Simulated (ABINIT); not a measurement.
# Excitons of BiOCl (P4/nmm): kernels and approximations, part 2 of 3

Wanted: excitons and ε₂ of BiOCl (P4/nmm), with cost.

ABINIT 10.8.3; PBEsol and many-body steps on it, plane waves. Known limits of the many-body steps: not at the basis limit; no spin-orbit coupling; coarse k mesh; bindings not settled in the k mesh.

So far. Step 5 (Excitons): The lowest state lies at 3.651 eV, 0.419 eV under the direct gap. Step 6 (Triplet (no exchange term)): The lowest triplet lies at 3.624 eV; without spin-orbit coupling triplets are dark, so no spectrum is read.

## 7. Beyond Tamm-Dancoff

Level of this step: Bethe-Salpeter equation on PBEsol with a scissors shift, plane waves, norm-conserving pseudopotentials (ABINIT).

The input, run.abi:

```
acell 3*1.0 Angstrom
rprim 
  3.885510000000 0.000000000000 0.000000000000
  0.000000000000 3.885510000000 0.000000000000
  0.000000000000 0.000000000000 7.348900000000
ntypat 3
znucl 83 17 8
natom 6
typat 1 1 2 2 3 3
xred 
  0.500000000000 0.000000000000 0.329040000000
  0.000000000000 0.500000000000 0.670960000000
  0.000000000000 0.500000000000 0.147200000000
  0.500000000000 0.000000000000 0.852800000000
  0.000000000000 0.000000000000 0.500000000000
  0.500000000000 0.500000000000 0.500000000000
pp_dirpath "pseudos"
pseudos "Bi.upf, Cl.upf, O.upf"
ecut 42
ngkpt 4 4 2
nshiftk 1
shiftk 0 0 0
kptopt 1
chksymbreak 0
istwfk *1
occopt 1
irdwfk 1
optdriver 99
bs_calctype 1
mbpt_sciss 1.142 eV
bs_loband 30
nband 41
bs_exchange_term 1
bs_coulomb_term 11
bs_coupling 1
bs_algorithm 1
bs_freq_mesh 0 8 0.05 eV
zcut 0.15 eV
ecuteps 3.6
ecutwfn 21
inclvkb 2
irdscr 1
indata_prefix "in"
outdata_prefix "out"
tmpdata_prefix "tmp"
```

Run with:

```bash
$ OMP_NUM_THREADS=1 mpirun -n 4 abinit run.abi > log
```

Numbers of over 12 decimals in the logs are rounded to 6 here.

What it wrote:

```text
.Version 10.8.3 of ABINIT. v10.8.2 released Aug 2026.

 Symmetries : space group P4/n m m (#129); Bravais tP (primitive tetrag.)
[... echo of the input left out ...]
== DATASET  1 ==================================================================
-   mpi_nproc: 4, omp_nthreads: 1 (-1 if OMP is not activated)

--- !DatasetInfo
iteration_state: {dtset: 1, }
dimensions: {natom: 6, nkpt: 12, mband: 41, nsppol: 1, nspinor: 1, nspden: 1, mpw: 3484, }
cutoff_energies: {ecut:  21.0, pawecutdg:  -1.0, }
electrons: {nelect:   7.20000000E+01, charge:   0.00000000E+00, occopt:   1.00000000E+00, tsmear:   1.00000000E-02, }

 Exciton: Calculation of dielectric properties by solving the Bethe-Salpeter equation
 in frequency domain and reciprocal space on a transitions basis set.
 Based on a program developed by L. Reining, V. Olevano, F. Sottile,
 S. Albrecht, and G. Onida. Incorporated in ABINIT by M. Giantomassi.

.Using double precision arithmetic ; gwpc =  8

[... cell and pseudopotentials left out ...]
--------------------------------------------------------------------------------

 ==== K-mesh for the wavefunctions ====
 Number of points in the irreducible wedge :    12
[... list of points left out ...]
 Together with 16 symmetry operations and time-reversal symmetry
 yields    32 points in the full Brillouin Zone.

 ==== Q-mesh for the screening function ====
 Number of points in the irreducible wedge :    12
[... list of points left out ...]
 Together with 16 symmetry operations and time-reversal symmetry
 yields    32 points in the full Brillouin Zone.

 vcoul_init : cutoff-mode = AUXILIARY_FUNCTION
 q-points for optical limit:   1
     1)      0.000010    0.000020    0.000030
 setmesh: FFT mesh size selected  =    24x   24x   45
[...]
q = (  0.000000  1.168603  0.000000) [r.l.u.]
 q = (  0.000000  0.000000  2.210250) [r.l.u.]
 q = (  1.168603  0.000000  0.000000) [r.l.u.]
 q = (  0.000000  1.168603  0.000000) [r.l.u.]
 q = (  0.000000  0.000000  2.210250) [r.l.u.]
 Number of electrons calculated from density =   71.9696; Expected =   72.0000
 average of density, n =  0.096125
 r_s =    1.3542
 omega_plasma =   29.9070 [eV]

. Writing resonant excitonic Hamiltonian on file out_BSR; file size=   0.01 [Gb].
. Writing coupling excitonic Hamiltonian on file out_BSC; file size=   0.01 [Gb].
. Direct diagonalization of the full excitonic Hamiltonian, Matrix size= 2240
. Using LAPACK sequential version to solve FHv = ev with H positive definite.
 First excitonic eigenvalue:    3.65 [eV].
 Last  excitonic eigenvalue:   10.95 [eV].

 GW  direct gap       4.07  0.00 [eV]
 EXC direct gap       3.65  0.00 [eV]
 EXC binding energy   0.42  0.00 [eV]

 Excitonic eigenvalues up to the GW energy gap [eV]
*** (  3.65  0.00)
*** (  3.67  0.00)
*** (  4.03  0.00)
*** (  4.05  0.00)
*** (  4.05  0.00)
*** (  4.05  0.00)

 Macroscopic dielectric function:
 omega [eV] <KS_RPA_nlf>  <GW_RPA_nlf>  <BSE>
   0.0000   5.0293   0.0000   4.2886   0.0000   4.6497  -0.0000
   0.0500   5.0297   0.0025   4.2888   0.0013   4.6500   0.0019
   0.1000   5.0309   0.0050   4.2895   0.0026   4.6510   0.0038
[...]
0.4000   5.0559   0.0202   4.3025   0.0105   4.6700   0.0153
   0.4500   5.0630   0.0228   4.3062   0.0118   4.6754   0.0173

 Writing KS-RPA macroscopic dielectric function without local fields to file: out_RPA_NLF_MDF
 Writing GW-RPA macroscopic dielectric function without local fields to file: out_GW_NLF_MDF
 Writing EXC Macroscopic dielectric function to file: out_EXC_MDF

== END DATASET(S) ==============================================================
================================================================================

 -outvars: echo values of variables after computation  --------
           etotal      0.0000000000E+00
            nband          41
             nkpt          12
          spgroup         129
 [... the other variables as echoed above ...]

 Calculation completed.
```

The job ended after 2.5 min (4 MPI ranks of Intel Xeon Platinum 8488C (Sapphire Rapids), shared host; peak memory 0.92 GiB; 9.9 min of CPU time).

This step gave:

```
direct gap of the transition levels              : 4.070 eV
transitions in the window                        : 1120
lowest state                                     : 3.65 eV
binding of the lowest state below the direct gap : 0.4198 eV
Coulomb term of one mesh cell                    : 0.4432 eV
```

The binding is 0.95 times the screened Coulomb term of one mesh cell (0.44 eV), so it is not shown settled.

The lowest state lies at 3.650 eV, 0.420 eV under the direct gap.

The ε₂ has structure finer than the step of the table below, so its rows give means over 0.5 eV, whole bins alone (the curve runs from 0 to 7.95 eV). Peaks (eV: height): BSE 4.45: 10.6, 5.05: 13.5, 5.85: 12.6; no electron-hole interaction 6.50: 12.6; Kohn-Sham, no shift 5.35: 12.6.

Mean over the three Cartesian directions of q; broadening 0.15 eV; transition window only. Limits: finite bands, cutoff and mesh; no spin-orbit coupling; coarse k mesh; exciton not shown settled in the k mesh. The ε₂ by photon energy; means over each step:

| photon energy (eV) | BSE | no electron-hole interaction | Kohn-Sham, no shift |
| --- | --- | --- | --- |
| 0.5 | 0.0194 | 0.0132 | 0.0256 |
| 1.0 | 0.0412 | 0.0277 | 0.0554 |
| 1.5 | 0.0688 | 0.0449 | 0.0956 |
| 2.0 | 0.108 | 0.0673 | 0.161 |
| 2.5 | 0.172 | 0.0994 | 0.325 |
| 3.0 | 0.305 | 0.152 | 0.921 |
| 3.5 | 0.846 | 0.265 | 2.58 |
| 4.0 | 2.33 | 0.735 | 5.32 |
| 4.5 | 7.86 | 1.69 | 9.02 |
| 5.0 | 10.7 | 4.82 | 10.7 |
| 5.5 | 10.3 | 7.88 | 11.1 |
| 6.0 | 10.1 | 10.4 | 9.67 |
| 6.5 | 7.14 | 11.6 | 7.14 |
| 7.0 | 5.16 | 9.69 | 3.42 |
| 7.5 | 2.79 | 8.22 | 1.74 |

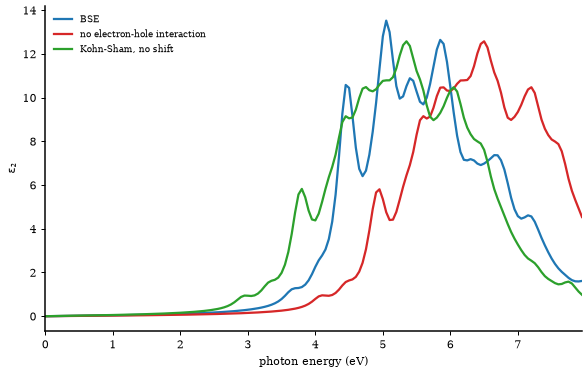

ε₂ against photon energy.

## 8. Model screening

run.abi, as its differences from that of step 7:

```diff
@@ -30,9 +30,9 @@
 mbpt_sciss 1.142 eV
-bs_loband 30
-nband 41
+bs_loband 26
+nband 43
 bs_exchange_term 1
-bs_coulomb_term 11
-bs_coupling 1
-bs_algorithm 1
-bs_freq_mesh 0 8 0.05 eV
+bs_coulomb_term 21
+bs_coupling 0
+bs_algorithm 2
+bs_freq_mesh 0 10 0.1 eV
 zcut 0.15 eV
@@ -41,3 +41,6 @@
 inclvkb 2
-irdscr 1
+mdf_epsinf 6.05
+irdden 1
+bs_haydock_niter 300
+bs_haydock_tol -0.02 0
 indata_prefix "in"
```

What it wrote:

```text
.Version 10.8.3 of ABINIT. v10.8.2 released Aug 2026.

 Symmetries : space group P4/n m m (#129); Bravais tP (primitive tetrag.)
[... echo of the input left out ...]
== DATASET  1 ==================================================================
-   mpi_nproc: 4, omp_nthreads: 1 (-1 if OMP is not activated)

--- !DatasetInfo
iteration_state: {dtset: 1, }
dimensions: {natom: 6, nkpt: 12, mband: 43, nsppol: 1, nspinor: 1, nspden: 1, mpw: 3484, }
cutoff_energies: {ecut:  21.0, pawecutdg:  -1.0, }
[...]
0.1000   5.7811   0.0054   4.9443   0.0028   5.4357   0.0042
   0.2000   5.7864   0.0107   4.9471   0.0057   5.4399   0.0084
[...]
0.8000   5.8965   0.0455   5.0050   0.0236   5.5257   0.0352
   0.9000   5.9289   0.0521   5.0217   0.0268   5.5507   0.0401

== END DATASET(S) ==============================================================
================================================================================

 -outvars: echo values of variables after computation  --------
           etotal      0.0000000000E+00
            nband          43
             nkpt          12
          spgroup         129
 [... the other variables as echoed above ...]

 Calculation completed.
```

It took 5.5 min on 4 MPI ranks; peak memory 0.84 GiB.

Numbers from this step:

| Item | Value |
| --- | --- |
| direct gap of the transition levels | 4.070 eV |
| transitions in the window | 2464 |
| Coulomb term of one mesh cell | 0.4432 eV |

## 9. Empty states on the mesh, 4×4×2 mesh, 54 bands

This step: DFT, PBEsol, plane waves, norm-conserving pseudopotentials.

run.abi, as its differences from that of step 8:

```diff
@@ -21,26 +21,13 @@
 nshiftk 1
-shiftk 0 0 0
-kptopt 1
+shiftk 0.11 0.21 0.31
+kptopt 3
 chksymbreak 0
+iscf -2
+irdden 1
 istwfk *1
-occopt 1
-irdwfk 1
-optdriver 99
-bs_calctype 1
-mbpt_sciss 1.142 eV
-bs_loband 26
-nband 43
-bs_exchange_term 1
-bs_coulomb_term 21
-bs_coupling 0
-bs_algorithm 2
-bs_freq_mesh 0 10 0.1 eV
-zcut 0.15 eV
-ecuteps 3.6
-ecutwfn 21
-inclvkb 2
-mdf_epsinf 6.05
-irdden 1
-bs_haydock_niter 300
-bs_haydock_tol -0.02 0
+nband 54
+nbdbuf 4
+tolwfr 1e-09
+nstep 60
+prtvol 0
 indata_prefix "in"
```

What it wrote:

```text
.Version 10.8.3 of ABINIT. v10.8.2 released Aug 2026.

 Symmetries : space group P4/n m m (#129); Bravais tP (primitive tetrag.)
[... echo of the input left out ...]
== DATASET  1 ==================================================================
-   mpi_nproc: 4, omp_nthreads: 1 (-1 if OMP is not activated)

--- !DatasetInfo
iteration_state: {dtset: 1, }
dimensions: {natom: 6, nkpt: 32, mband: 54, nsppol: 1, nspinor: 1, nspden: 1, mpw: 9754, }
cutoff_energies: {ecut:  42.0, pawecutdg:  -1.0, }
[...]
0.17527    0.17691    0.18554    0.18964    0.32509    0.34696    0.40470    0.40885
   0.46657    0.47444    0.48808    0.54485    0.56291    0.60405    0.64434    0.65228
   0.66699    0.70481    0.71628    0.72061    0.73723    0.76770
 prteigrs : prtvol=0 or 1, do not print more k-points.

== END DATASET(S) ==============================================================
================================================================================

 -outvars: echo values of variables after computation  --------
            nband          54
             nkpt          32
          spgroup         129
 [... the other variables as echoed above ...]

 Calculation completed.
```

Elapsed: 2 min, on 4 MPI ranks; peak memory 0.62 GiB; 7.8 min of CPU time.

Numbers from this step:

```yaml
gap: 2.788 eV
k_of_the_valence_top: 0.0275, -0.4475, -0.345
k_of_the_conduction_bottom: 0.0275, 0.0525, -0.345
least_direct_gap: 3.182 eV
k_points_computed: 32
lowest_point_of_the_top_converged_band_above_the_valence_top: 12.65 eV
```

On this mesh the gap is 2.788 eV.

## 10. Shifted k mesh (4×4×2)

This step: Bethe-Salpeter equation on PBEsol with a scissors shift, plane waves, norm-conserving pseudopotentials.

run.abi, as its differences from that of step 9:

```diff
@@ -24,10 +24,23 @@
 chksymbreak 0
-iscf -2
+istwfk *1
+occopt 1
+irdwfk 1
+optdriver 99
+bs_calctype 1
+mbpt_sciss 1.142 eV
+bs_loband 25
+nband 43
+bs_exchange_term 1
+bs_coulomb_term 21
+bs_coupling 0
+bs_algorithm 2
+bs_freq_mesh 0 10 0.1 eV
+zcut 0.15 eV
+ecuteps 3
+ecutwfn 21
+inclvkb 2
+mdf_epsinf 6.05
 irdden 1
-istwfk *1
-nband 54
-nbdbuf 4
-tolwfr 1e-09
-nstep 60
-prtvol 0
+bs_haydock_niter 300
+bs_haydock_tol -0.02 0
 indata_prefix "in"
```

What it wrote:

```text
.Version 10.8.3 of ABINIT. v10.8.2 released Aug 2026.

 Symmetries : space group P4/n m m (#129); Bravais tP (primitive tetrag.)
[... echo of the input left out ...]
== DATASET  1 ==================================================================
-   mpi_nproc: 4, omp_nthreads: 1 (-1 if OMP is not activated)

--- !DatasetInfo
iteration_state: {dtset: 1, }
dimensions: {natom: 6, nkpt: 32, mband: 43, nsppol: 1, nspinor: 1, nspden: 1, mpw: 3458, }
cutoff_energies: {ecut:  21.0, pawecutdg:  -1.0, }
[...]
0.1000   5.7456   0.0050   4.9302   0.0027   5.5034   0.0043
   0.2000   5.7506   0.0101   4.9329   0.0055   5.5077   0.0085
[...]
0.8000   5.8538   0.0425   4.9883   0.0226   5.5945   0.0356
   0.9000   5.8840   0.0486   5.0043   0.0256   5.6198   0.0406

== END DATASET(S) ==============================================================
================================================================================

 -outvars: echo values of variables after computation  --------
           etotal      0.0000000000E+00
            nband          43
             nkpt          32
          spgroup         129
 [... the other variables as echoed above ...]

 Calculation completed.
```

It took 4.9 min on 4 MPI ranks; peak memory 1.7 GiB; 20 min of CPU time.

Numbers from this step:

| Item | Value |
| --- | --- |
| direct gap of the transition levels | 4.324 eV |
| transitions in the window | 2688 |
| Coulomb term of one mesh cell | 0.4432 eV |

Mean over the three Cartesian directions of q; broadening 0.15 eV; transition window only. Limits: finite bands, cutoff and mesh; no spin-orbit coupling; coarse k mesh; exciton not shown settled in the k mesh. ε₂ against photon energy; read off at these points:

| photon energy (eV) | BSE | no electron-hole interaction | Kohn-Sham, no shift |
| --- | --- | --- | --- |
| 0.0 | 0 | 0 | 0 |
| 1.0 | 0.0457 | 0.0288 | 0.0549 |
| 2.0 | 0.117 | 0.0684 | 0.148 |
| 3.0 | 0.295 | 0.145 | 0.550 |
| 4.0 | 1.64 | 0.417 | 5.25 |
| 5.0 | 15.1 | 3.99 | 11.3 |
| 5.3 | 12.7 | 6.64 | 13.1 |
| 6.0 | 12.3 | 11.2 | 9.47 |
| 6.4 | 8.11 | 12.9 | 8.87 |
| 7.0 | 5.86 | 9.71 | 6.16 |
| 8.0 | 2.75 | 6.94 | 3.22 |
| 9.0 | 2.26 | 3.56 | 1.98 |
| 10.0 | 1.86 | 1.95 | 1.54 |

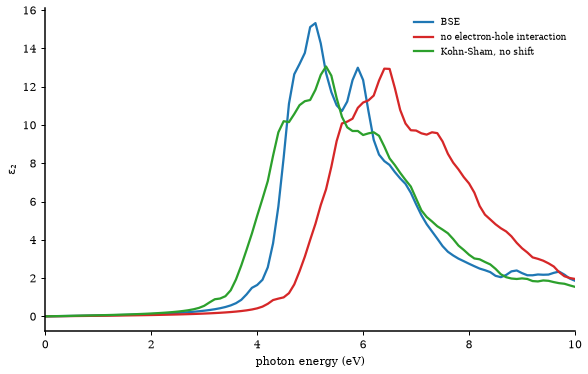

ε₂ against photon energy.

## 11. Empty states on the mesh, 6×6×4 mesh, 54 bands

This step: DFT, PBEsol, plane waves, norm-conserving pseudopotentials.

run.abi, as its differences from that of step 10:

```diff
@@ -19,3 +19,3 @@
 ecut 42
-ngkpt 4 4 2
+ngkpt 6 6 4
 nshiftk 1
@@ -24,23 +24,10 @@
 chksymbreak 0
+iscf -2
+irdden 1
 istwfk *1
-occopt 1
-irdwfk 1
-optdriver 99
-bs_calctype 1
-mbpt_sciss 1.142 eV
-bs_loband 25
-nband 43
-bs_exchange_term 1
-bs_coulomb_term 21
-bs_coupling 0
-bs_algorithm 2
-bs_freq_mesh 0 10 0.1 eV
-zcut 0.15 eV
-ecuteps 3
-ecutwfn 21
-inclvkb 2
-mdf_epsinf 6.05
-irdden 1
-bs_haydock_niter 300
-bs_haydock_tol -0.02 0
+nband 54
+nbdbuf 4
+tolwfr 1e-09
+nstep 60
+prtvol 0
 indata_prefix "in"
```

What it wrote:

```text
.Version 10.8.3 of ABINIT. v10.8.2 released Aug 2026.

 Symmetries : space group P4/n m m (#129); Bravais tP (primitive tetrag.)
[... echo of the input left out ...]
== DATASET  1 ==================================================================
-   mpi_nproc: 4, omp_nthreads: 1 (-1 if OMP is not activated)

--- !DatasetInfo
iteration_state: {dtset: 1, }
dimensions: {natom: 6, nkpt: 144, mband: 54, nsppol: 1, nspinor: 1, nspden: 1, mpw: 9762, }
cutoff_energies: {ecut:  42.0, pawecutdg:  -1.0, }
[...]
0.17455    0.17511    0.18034    0.18635    0.32593    0.35034    0.40620    0.40833
   0.46971    0.47708    0.48434    0.54612    0.55634    0.59426    0.64906    0.65268
   0.66605    0.71490    0.71687    0.72354    0.73126    0.75857
 prteigrs : prtvol=0 or 1, do not print more k-points.

== END DATASET(S) ==============================================================
================================================================================

 -outvars: echo values of variables after computation  --------
            nband          54
             nkpt         144
          spgroup         129
 [... the other variables as echoed above ...]

 Calculation completed.
```

Elapsed: 7.8 min, on 4 MPI ranks; peak memory 1.5 GiB.

This step gave:

| Quantity | Value |
| --- | --- |
| gap | 2.638 eV |
| k of the valence top | 0.0183, 0.3683, -0.4225 |
| k of the conduction bottom | 0.0183, 0.035, -0.4225 |
| least direct gap | 2.993 eV |
| k points computed | 144 |
| lowest point of the top converged band, above the valence top | 12.52 eV |

On this mesh the gap is 2.638 eV.

## 12. Denser, shifted k mesh (6×6×4)

This step: Bethe-Salpeter equation on PBEsol with a scissors shift, plane waves, norm-conserving pseudopotentials.

run.abi, as its differences from that of step 11:

```diff
@@ -24,10 +24,23 @@
 chksymbreak 0
-iscf -2
+istwfk *1
+occopt 1
+irdwfk 1
+optdriver 99
+bs_calctype 1
+mbpt_sciss 1.142 eV
+bs_loband 31
+nband 43
+bs_exchange_term 1
+bs_coulomb_term 21
+bs_coupling 0
+bs_algorithm 2
+bs_freq_mesh 0 10 0.1 eV
+zcut 0.15 eV
+ecuteps 3
+ecutwfn 21
+inclvkb 2
+mdf_epsinf 6.05
 irdden 1
-istwfk *1
-nband 54
-nbdbuf 4
-tolwfr 1e-09
-nstep 60
-prtvol 0
+bs_haydock_niter 300
+bs_haydock_tol -0.02 0
 indata_prefix "in"
```

What it wrote:

```text
.Version 10.8.3 of ABINIT. v10.8.2 released Aug 2026.

 Symmetries : space group P4/n m m (#129); Bravais tP (primitive tetrag.)
[... echo of the input left out ...]
== DATASET  1 ==================================================================
-   mpi_nproc: 4, omp_nthreads: 1 (-1 if OMP is not activated)

--- !DatasetInfo
iteration_state: {dtset: 1, }
dimensions: {natom: 6, nkpt: 144, mband: 43, nsppol: 1, nspinor: 1, nspden: 1, mpw: 3466, }
cutoff_energies: {ecut:  21.0, pawecutdg:  -1.0, }
[...]
0.1000   5.0824   0.0047   4.3539   0.0025   4.8090   0.0037
   0.2000   5.0870   0.0094   4.3564   0.0050   4.8127   0.0075
[...]
0.8000   5.1826   0.0394   4.4071   0.0207   4.8886   0.0311
   0.9000   5.2107   0.0451   4.4218   0.0235   4.9107   0.0355

== END DATASET(S) ==============================================================
================================================================================

 -outvars: echo values of variables after computation  --------
           etotal      0.0000000000E+00
            nband          43
             nkpt         144
          spgroup         129
 [... the other variables as echoed above ...]

 Calculation completed.
```

Wall time 25 min (4 MPI ranks); peak memory 6.4 GiB; 1.7 h of CPU time.

Numbers from this step:

```
direct gap of the transition levels : 4.136 eV
transitions in the window           : 6048
Coulomb term of one mesh cell       : 0.2684 eV
```

Mean over the three Cartesian directions of q; broadening 0.15 eV; transition window only. Limits: finite bands, cutoff and mesh; no spin-orbit coupling; exciton not shown settled in the k mesh. ε₂ against photon energy; read off at these points:

| photon energy (eV) | BSE | no electron-hole interaction | Kohn-Sham, no shift |
| --- | --- | --- | --- |
| 0.0 | 0 | 0 | 0 |
| 1.0 | 0.04 | 0.0264 | 0.0510 |
| 2.0 | 0.102 | 0.063 | 0.139 |
| 3.0 | 0.255 | 0.135 | 0.545 |
| 4.0 | 1.33 | 0.415 | 5.20 |
| 5.0 | 15.0 | 3.85 | 11.5 |
| 5.3 | 12.0 | 6.40 | 12.0 |
| 6.0 | 10.7 | 10.8 | 8.43 |
| 6.5 | 6.68 | 12.0 | 7.69 |
| 7.0 | 5.37 | 8.74 | 4.17 |
| 8.0 | 1.95 | 5.18 | 1.11 |
| 9.0 | 1.24 | 1.42 | 0.460 |
| 10.0 | 0.506 | 0.472 | 0.683 |

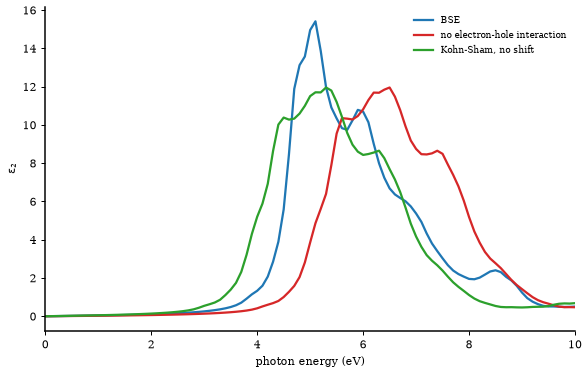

ε₂ against photon energy.

(Part 2 of 3 ends here.)

[Paths, hosts, dates, memory and timing lines, banners, echoed tables and standing remarks are left out of the program output.]

[Logs are printed without paths, hosts, clocks, repeated set-up lines and the standing remarks that a program may print on its own settings, such as how far it seeks lower states.]

[Runs of the session that timed out or met a known fault of the program may be left out.]

[Hosts, paths, dates, database ids (printed as entryN), source tags and the programs' standing remarks are cut or masked in the printed files.]

[G0W0 gaps are taken among the corrected bands and points alone; a level outside them can change the order at an edge.]

[Where Ansatz stands beside ABINIT at settings called matched, ABINIT's density can come from a denser mesh and the files from another edition; pairs whose starting gaps differed by over 0.03 eV were left out, so agreement reads better than it is.]
